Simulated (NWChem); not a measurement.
# C2H3F3 (1,1,1-trifluoroethane): levels of theory compared

Aim: a comparison of 5 runs (revPBE/cc-pVDZ, BLYP/cc-pVDZ, PBE/cc-pVDZ, TPSS/cc-pVDZ, r2SCAN/cc-pVDZ) of C2H3F3 (1,1,1-trifluoroethane). 

The results are computed with NWChem 7.3.0.

**1. The system as given**

C2H3F3: 8 atoms, total charge 0, spin state singlet. As SMILES, `CC(F)(F)F`. The coordinates come from a PBE0-D4/def2-TZVP relaxation.

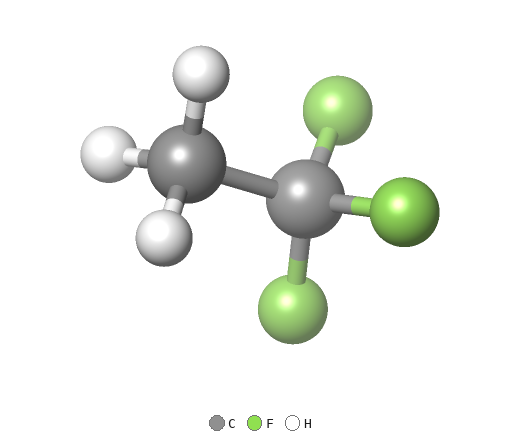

The structure, seen from a chosen angle (carbon grey, fluorine green, hydrogen white).

**2. Energy and gradient at revPBE/cc-pVDZ (run 1)**

run.py reads:

```python
from ase import Atoms
from ase.calculators.nwchem import NWChem

mol = Atoms(['C', 'C', 'F', 'F', 'F', 'H', 'H', 'H'], positions=[
    [-0.615400, -0.141500, 0.471500],
    [0.557600, 0.109900, -0.423700],
    [1.692800, -0.382000, 0.093900],
    [0.395200, -0.458200, -1.627700],
    [0.754200, 1.420300, -0.629900],
    [-0.441600, 0.335800, 1.434900],
    [-0.738000, -1.214600, 0.611200],
    [-1.512600, 0.273100, 0.014000],
])

calc = NWChem(
    label='a',
    theory='dft',
    memory='2200 mb',
    basis='cc-pVDZ',
    basispar='spherical bse',
    dft={'xc': 'revpbe cpbe96', 'mult': '1', 'grid': 'xfine', 'convergence': 'energy 1e-08', 'iterations': '100', 'mulliken': None, 'print': 'low'},
)
mol.calc = calc

forces = mol.get_forces()
print("Total energy (eV):", round(mol.get_potential_energy(), 6))
print("forces (eV/A):")
for s, f in zip(mol.symbols, forces):
    print(f"{s:2s} {f[0]:10.5f} {f[1]:10.5f} {f[2]:10.5f}")
```

Run with:

```console
$ export ASE_NWCHEM_COMMAND="nwchem PREFIX.nwi > PREFIX.nwo"
$ python run.py
```

Log:

```text
Total energy (eV): -10271.001548
forces (eV/A):
C    -0.01779   -0.00231    0.01342
C    -0.46568   -0.10310    0.35332
F     1.13730   -0.53140    0.59125
F    -0.23053   -0.61100   -1.22230
F     0.14804    1.37158   -0.17216
H     0.03908    0.22986    0.52250
H    -0.11015   -0.55207    0.10768
H    -0.50034    0.19844   -0.19360
```

The calculator wrote a.nwi:

```
title "a"

permanent_dir a

scratch_dir a

start a

geometry units angstrom nocenter noautosym noautoz
  C  -6.1539999999999995e-01 -1.4149999999999999e-01 4.7149999999999997e-01
  C  5.5759999999999998e-01 1.0990000000000000e-01 -4.2370000000000002e-01
  F  1.6928000000000001e+00 -3.8200000000000001e-01 9.3899999999999997e-02
  F  3.9520000000000000e-01 -4.5820000000000000e-01 -1.6276999999999999e+00
  F  7.5419999999999998e-01 1.4202999999999999e+00 -6.2990000000000002e-01
  H  -4.4159999999999999e-01 3.3579999999999999e-01 1.4349000000000001e+00
  H  -7.3799999999999999e-01 -1.2145999999999999e+00 6.1119999999999997e-01
  H  -1.5125999999999999e+00 2.7310000000000001e-01 1.4000000000000000e-02
end

memory 2200 mb

basis spherical bse noprint
   * library cc-pVDZ
end

dft
  xc revpbe cpbe96
  mult 1
  grid xfine
  convergence energy 1e-08
  iterations 100
  mulliken
  print low
end

task dft gradient
```

a.nwo:

```text
Northwest Computational Chemistry Package (NWChem) 7.3.0
             --------------------------------------------------------

           Job information
           ---------------

    nwchem branch   = 7.3.0
    use scalapack   = T
    input           = a.nwi
    prefix          = a.
    data base       = a/a.db
    status          = startup
    nproc           =        1

           Memory information
           ------------------

    heap     =     72089596 doubles =      550.0 Mbytes
    stack    =     72089601 doubles =      550.0 Mbytes
    global   =    144179200 doubles =     1100.0 Mbytes (distinct from heap & stack)
    total    =    288358397 doubles =     2200.0 Mbytes
    verify   = yes
    hardfail = no

[... 37 lines left out ...]
            Nuclear Dipole moment (a.u.)
[... 79 lines left out ...]
   convergence    iter        energy       DeltaE   RMS-Dens  Diis-err    time
[... 11 lines left out ...]
         Total DFT energy =     -377.452348010339
      One electron energy =     -923.927305573286
           Coulomb energy =      387.654934413833
    Exchange-Corr. energy =      -43.296384478561
 Nuclear repulsion energy =      202.116407627676
[... 21 lines left out ...]
    Atom       Charge   Shell Charges
 -----------   ------   -------------------------------------------------------
    1 C    6     6.08   1.88  0.56  0.38  1.92  1.22  0.13
    2 C    6     6.22   1.89  0.59  0.36  1.71  0.94  0.72
    3 F    9     8.94   1.92  0.93  0.84  3.19  2.05  0.01
[... 4 lines of this table left out ...]
    8 H    1     0.96   0.62  0.26  0.08

                         DFT ENERGY GRADIENTS

    atom               coordinates                        gradient
                 x          y          z           x          y          z
   1 C      -1.162937  -0.267396   0.891006    0.000346   0.000045  -0.000261
   2 C       1.053711   0.207681  -0.800677    0.009056   0.002005  -0.006871
   3 F       3.198928  -0.721875   0.177445   -0.022117   0.010334  -0.011498
[... 4 lines of this table left out ...]
   8 H      -2.858400   0.516084   0.026456    0.009730  -0.003859   0.003765

 Task  times  cpu:       18.5s     wall:       18.5s
 Total times  cpu:       18.5s     wall:       18.5s
```

It took 20 s on 1 thread of AMD EPYC 9R45 (Zen 5), shared host; peak memory 0.14 GiB.

**3. Energy and gradient at BLYP/cc-pVDZ (run 2)**

c2h3f3.xyz reads:

```xyz
8

C     -0.615400    -0.141500     0.471500
C      0.557600     0.109900    -0.423700
F      1.692800    -0.382000     0.093900
F      0.395200    -0.458200    -1.627700
F      0.754200     1.420300    -0.629900
H     -0.441600     0.335800     1.434900
H     -0.738000    -1.214600     0.611200
H     -1.512600     0.273100     0.014000
```

c2h3f3.nw reads:

```
start c2h3f3
memory total 2200 mb

geometry units angstroms noautosym nocenter noautoz
  load c2h3f3.xyz
end

basis spherical bse
  * library cc-pVDZ
end

dft
  xc becke88 lyp
  grid xfine
  convergence energy 1e-08
  iterations 100
  mulliken
  print medium
end

task dft gradient
```

Run with:

```console
$ nwchem c2h3f3.nw > c2h3f3.out
```

Log:

```text
[...]
          Wavefunction type:  closed shell.
          No. of atoms     :     8
          No. of electrons :    42
[...]
          Charge           :     0
          Spin multiplicity:     1
[...]
          AO basis - number of functions:    85
[...]
              XC Information
              --------------
                    Becke 1988 Exchange Functional  1.000
              Lee-Yang-Parr Correlation Functional  1.000
[...]
 d= 0,ls=0.0,diis     1   -377.3321371267 -5.79D+02  2.07D-02  1.67D+00     2.2
[...]
 d= 0,ls=0.0,diis     8   -377.5055840866  1.09D-09  3.77D-06  2.57D-07    14.9
         Total DFT energy =     -377.505584086565
      One electron energy =     -924.016718055644
           Coulomb energy =      387.760774017883
    Exchange-Corr. energy =      -43.366047676481
 Nuclear repulsion energy =      202.116407627676
[...]
      Total Density - Mulliken Population Analysis
     ---------------------------------------------
    Atom       Charge   Shell Charges
 -----------   ------   -------------------------------------------------------
    1 C    6     5.98   2.02  0.67  0.31  2.18  0.76  0.04
    2 C    6     5.71   2.01  0.73  0.20  1.92  0.54  0.30
    3 F    9     9.13   2.01  0.90  0.98  3.35  1.89  0.01
    4 F    9     9.13   2.01  0.90  0.98  3.35  1.89  0.01
    5 F    9     9.13   2.01  0.90  0.98  3.35  1.89  0.01
    6 H    1     0.97   0.75  0.19  0.03
    7 H    1     0.97   0.75  0.19  0.03
    8 H    1     0.97   0.75  0.19  0.03
[...]
  wavefunction    = closed shell
                         DFT ENERGY GRADIENTS
    atom               coordinates                        gradient
                 x          y          z           x          y          z
   1 C      -1.162937  -0.267396   0.891006    0.000807   0.000144  -0.000613
   2 C       1.053711   0.207681  -0.800677    0.009887   0.002182  -0.007506
   3 F       3.198928  -0.721875   0.177445   -0.023395   0.010893  -0.012090
   4 F       0.746820  -0.865872  -3.075907    0.004675   0.012527   0.025128
   5 F       1.425231   2.683978  -1.190338   -0.003094  -0.028154   0.003576
   6 H      -0.834503   0.634570   2.711568   -0.000740  -0.004448  -0.010133
   7 H      -1.394618  -2.295261   1.155001    0.002151   0.010696  -0.002098
   8 H      -2.858400   0.516084   0.026456    0.009708  -0.003840   0.003737
[...]
```

It took 19 s on 1 thread of AMD EPYC 9R45 (Zen 5), shared host; peak memory 0.14 GiB.

Runs 3 to 4 aren't shown in full; the table further down has their settings and results.

**4. Energy and forces at r2SCAN/cc-pVDZ (run 5)**

run.py reads:

```python
from ase import Atoms
from ase.calculators.nwchem import NWChem

atoms = Atoms(['C', 'C', 'F', 'F', 'F', 'H', 'H', 'H'], positions=[
    [-0.615400, -0.141500, 0.471500],
    [0.557600, 0.109900, -0.423700],
    [1.692800, -0.382000, 0.093900],
    [0.395200, -0.458200, -1.627700],
    [0.754200, 1.420300, -0.629900],
    [-0.441600, 0.335800, 1.434900],
    [-0.738000, -1.214600, 0.611200],
    [-1.512600, 0.273100, 0.014000],
])

calc = NWChem(
    label='calc',
    theory='dft',
    memory='2200 mb',
    basis='cc-pVDZ',
    basispar='spherical bse',
    dft={'xc': 'r2scan', 'mult': '1', 'grid': 'xfine', 'convergence': 'energy 1e-08', 'iterations': '100', 'mulliken': None},
)
atoms.calc = calc

forces = atoms.get_forces()
print(f"energy = {atoms.get_potential_energy():.6f} eV")
print("forces (eV/A):")
for s, f in zip(atoms.symbols, forces):
    print(f"{s:2s} {f[0]:10.5f} {f[1]:10.5f} {f[2]:10.5f}")
print("dipole (e A):", atoms.get_dipole_moment().round(4))
```

Run with:

```console
$ export ASE_NWCHEM_COMMAND="nwchem PREFIX.nwi > PREFIX.nwo"
$ python run.py
```

Log:

```text
energy = -10270.013073 eV
forces (eV/A):
C     0.16398    0.03661   -0.12537
C    -0.36679   -0.08202    0.27778
F     0.49175   -0.22903    0.25428
F    -0.09822   -0.26292   -0.52728
F     0.06515    0.59346   -0.07523
H     0.04016    0.12958    0.27141
H    -0.04139   -0.29820    0.04463
H    -0.25469    0.11251   -0.12022
dipole (e A): [-0.3433 -0.0734  0.2621]
```

The calculator wrote calc.nwi:

```
title "calc"

permanent_dir calc

scratch_dir calc

start calc

geometry units angstrom nocenter noautosym noautoz
  C  -6.1539999999999995e-01 -1.4149999999999999e-01 4.7149999999999997e-01
  C  5.5759999999999998e-01 1.0990000000000000e-01 -4.2370000000000002e-01
  F  1.6928000000000001e+00 -3.8200000000000001e-01 9.3899999999999997e-02
  F  3.9520000000000000e-01 -4.5820000000000000e-01 -1.6276999999999999e+00
  F  7.5419999999999998e-01 1.4202999999999999e+00 -6.2990000000000002e-01
  H  -4.4159999999999999e-01 3.3579999999999999e-01 1.4349000000000001e+00
  H  -7.3799999999999999e-01 -1.2145999999999999e+00 6.1119999999999997e-01
  H  -1.5125999999999999e+00 2.7310000000000001e-01 1.4000000000000000e-02
end

memory 2200 mb

basis spherical bse noprint
   * library cc-pVDZ
end

dft
  xc r2scan
  mult 1
  grid xfine
  convergence energy 1e-08
  iterations 100
  mulliken
end

task dft gradient
```

calc.nwo:

```text
Northwest Computational Chemistry Package (NWChem) 7.3.0
             --------------------------------------------------------

           Job information
           ---------------

    nwchem branch   = 7.3.0
    use scalapack   = T
    input           = calc.nwi
    prefix          = calc.
    data base       = calc/calc.db
    status          = startup
    nproc           =        1

           Memory information
           ------------------

    heap     =     72089596 doubles =      550.0 Mbytes
    stack    =     72089601 doubles =      550.0 Mbytes
    global   =    144179200 doubles =     1100.0 Mbytes (distinct from heap & stack)
    total    =    288358397 doubles =     2200.0 Mbytes
    verify   = yes
    hardfail = no

[... 107 lines left out ...]
  convergence criterion.
[... 37 lines left out ...]
          Spatial weights used:  Erf1
[... 81 lines left out ...]
         Total DFT energy =     -377.416022253459
[... 3 lines left out ...]
 Nuclear repulsion energy =      202.116407627676
[... 665 lines left out ...]
          Convergence on gradient requested:  5.00D-04
[... 24 lines left out ...]
          total energy or number of iterations.
[... 26 lines left out ...]
                         DFT ENERGY GRADIENTS

    atom               coordinates                        gradient
                 x          y          z           x          y          z
   1 C      -1.162937  -0.267396   0.891006   -0.003189  -0.000712   0.002438
   2 C       1.053711   0.207681  -0.800677    0.007133   0.001595  -0.005402
   3 F       3.198928  -0.721875   0.177445   -0.009563   0.004454  -0.004945
[... 4 lines of this table left out ...]
   8 H      -2.858400   0.516084   0.026456    0.004953  -0.002188   0.002338

                 ----------------------------------------
                 |  Time  |  1-e(secs)   |  2-e(secs)   |
                 ----------------------------------------
                 |  CPU   |       0.00   |       1.25   |
                 ----------------------------------------
                 |  WALL  |       0.00   |       1.25   |
                 ----------------------------------------

 Task  times  cpu:       23.4s     wall:       23.4s
 Total times  cpu:       23.4s     wall:       23.4s
```

Wall time 24 s (1 thread of AMD EPYC 9R45 (Zen 5), shared host); peak memory 0.14 GiB.

**5. The series**

```tsv
run	level	energy (Eh)	largest force (eV/Å)	wall time
1	revPBE/cc-pVDZ	-377.452348	1.390	20 s
2	BLYP/cc-pVDZ	-377.505584	1.468	19 s
3	PBE/cc-pVDZ	-377.193670	1.094	19 s
4	TPSS/cc-pVDZ	-377.614916	1.118	26 s
5	r2SCAN/cc-pVDZ	-377.416022	0.602	24 s
```

**6. What came out**

| quantity | value |
| --- | --- |
| run 5: total energy | -377.41602 Eh |
| run 5: dipole moment | 2.10 D |
| run 5: HOMO energy | -9.21 eV |
| run 5: LUMO energy | 2.16 eV |
| run 5: HOMO–LUMO gap | 11.37 eV |
| run 5: largest force on an atom | 0.602 eV/Å |

What this shows: Over runs 2, 3, 4, 5 the dipole moment (its size) runs from 1.93 D (BLYP/cc-pVDZ) to 2.10 D (r2SCAN/cc-pVDZ). Over runs 2, 3, 4, 5 the HOMO–LUMO gap runs from 9.87 eV (BLYP/cc-pVDZ) to 11.37 eV (r2SCAN/cc-pVDZ). Totals of different functionals can't be ranked against each other. All runs together took 1.8 min, the longest 26 s.
